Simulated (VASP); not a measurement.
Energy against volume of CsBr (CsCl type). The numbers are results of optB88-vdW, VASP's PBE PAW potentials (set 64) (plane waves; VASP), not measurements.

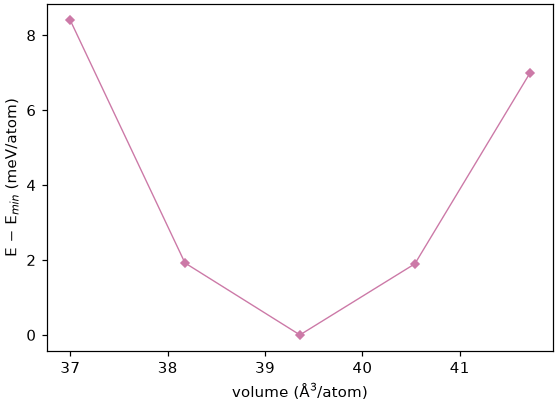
Fig. 1. Energy against volume

Q: Estimate the equilibrium volume and the bulk modulus.

A: The minimum lies near 39.3 Å³/atom, and the curvature gives B0 of about 17 GPa.

The compound is CsBr in the CsCl type structure. It was relaxed first.
